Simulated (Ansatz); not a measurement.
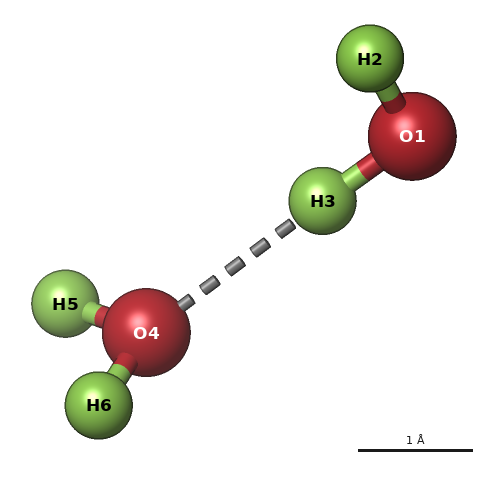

(Drawn from a calculation with Ansatz.)

Broken lines mark hydrogen bonds. Geometry: a fixed input geometry, not necessarily a minimum.

Give donor, acceptor, H···A distance and D–H···A angle of each hydrogen bond.

```
   D–H···A  D–H (Å)  H···A (Å)  angle (°)            kind
O1–H3···O4     1.00       1.97        178  intermolecular
```
